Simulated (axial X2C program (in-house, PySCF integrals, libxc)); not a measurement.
## GeCl: relativistic diatomic calculation

GeCl, single determinant with M_S = 1/2 and |Λ| = 1. Computed at this level: PBE0, spin-free X2C-1e, Ge dyall-cv3z, Cl dyall-av3z (cores contracted) (axial X2C program (in-house, PySCF integrals, libxc)).

## The input
```
{"zs": [32, 17], "q": 0, "bas": ["dyall-cv3z", "dyall-av3z"], "levels": ["PBE0", "HF", "PBE"], "cc": true, "r0": 2.2, "thr": -1.0, "nmax": 90, "npts": 10, "nst": 2, "ntry": 6}
```

The line is the task of a batch: nuclear charges, charge, bases, the levels to run, a first guess of the distance and further settings. This report covers PBE0 without spin-orbit coupling. The log is that of the reference distance 2.184 Å.

Hardware: 1 thread of Arm Neoverse V1, 24 GiB of memory available, shared host.

The run was one of a batch that the task file lists, launched with:
```bash
python <driver script> task.json out
```

## Log
```
spin-free X2C-1e  PBE0
basis functions 170  fitting functions 923  grid points 5081
iter        total energy     max residual
   1      -2559.829620966     6.58e-01
   2      -2560.111383285     6.71e-03
   3      -2560.111808482     5.18e-03
   4      -2560.112126270     1.60e-03
   5      -2560.112140221     7.26e-04
   6      -2560.112144804     1.50e-04
   7      -2560.112145236     5.97e-05
   8      -2560.112145288     1.38e-05
   9      -2560.112145289     1.06e-05
converged
one-electron -3823.05497198  Coulomb 1239.34408259  exact exchange -26.54680213  xc functional -81.66416199  nuclear repulsion 131.80970821
```

## The points of the curve

| R (Å) | E (hartree) | dipole (D; origin at the first atom, positive when the second is positive) | highest filled (eV) | lowest empty (eV) |
| --- | --- | --- | --- | --- |
| 1.900 | −2560.082058 | 0.02 | −4.59 | −2.74 |
| 1.987 | −2560.099925 | −0.53 | −4.78 | −2.92 |
| 2.053 | −2560.107446 | −0.95 | −4.92 | −3.05 |
| 2.119 | −2560.111216 | −1.37 | −5.06 | −3.19 |
| 2.184 | −2560.112145 | −1.79 | −5.19 | −3.31 |
| 2.260 | −2560.110555 | −2.28 | −5.35 | −3.46 |
| 2.337 | −2560.106864 | −2.76 | −5.50 | −3.60 |
| 2.435 | −2560.100037 | −3.36 | −5.69 | −3.78 |
| 2.555 | −2560.089761 | −4.06 | −5.90 | −3.98 |
| 2.730 | −2560.073174 | −5.03 | −6.19 | −4.25 |

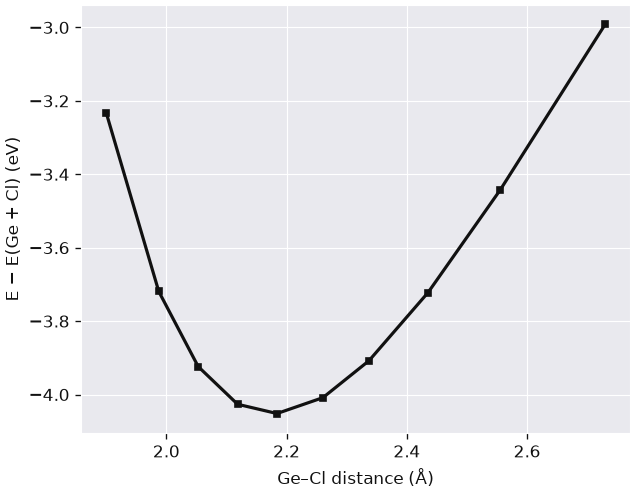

*Energy at 10 bond lengths, for one set of occupations held fixed; the line joins the points.*

A polynomial of degree 6 through 9 points gives rₑ = 2.177 Å, ωₑ = 400.3 cm⁻¹, ωₑxₑ = 1.3 cm⁻¹ and Bₑ = 0.1499 cm⁻¹. The minimum lies 4.05 eV below Ge + Cl, each computed as one determinant at the same level.

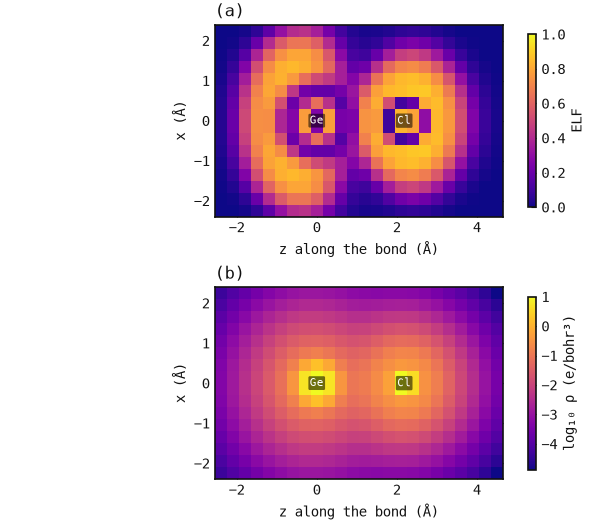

*(a) electron localisation function; (b) electron density on a logarithmic scale, in a plane that holds the axis, at 2.18 Å, on points 0.3 Å apart (one half computed, the other mirrored); the structure near the nuclei is finer than these points.*

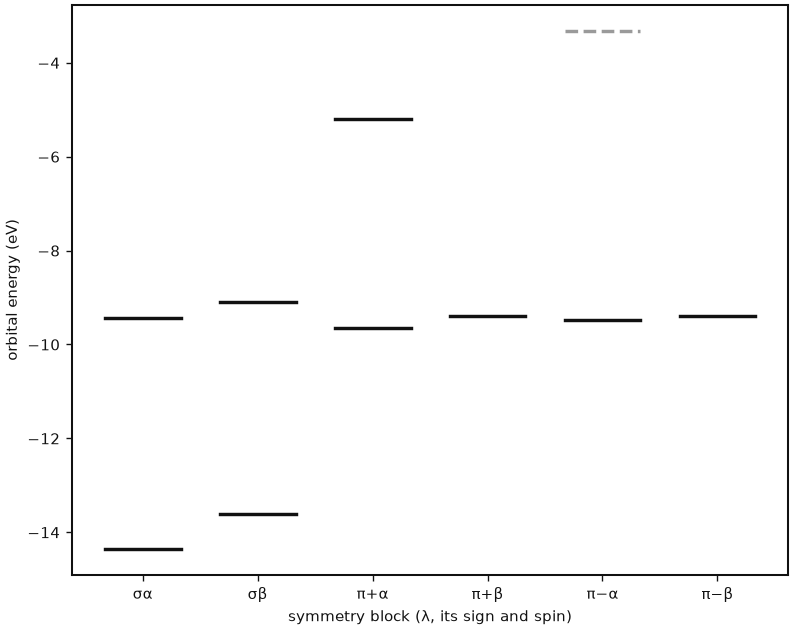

*Orbital energies near the frontier at 2.18 Å, filled (solid) and empty (dashed); a label such as π−α means λ = −1 and α spin.*

The highest filled orbital (π+α; 80 % Ge p, 10 % Cl p) lies at −5.19 eV, the lowest empty one (π−α; 80 % Ge p, 8 % Cl p) at −3.31 eV.

## Key numbers

| quantity | value |
| --- | --- |
| outcome | converged |
| bond length rₑ | 2.177 Å |
| ωₑ | 400.3 cm⁻¹ |
| energy at the minimum | −2560.11216 hartree |
| depth below the fragments | 4.05 eV |
| largest ⟨S²⟩ along the curve | 0.76 |
| wall time | 6.7 s |
| peak memory | 0.69 GiB |
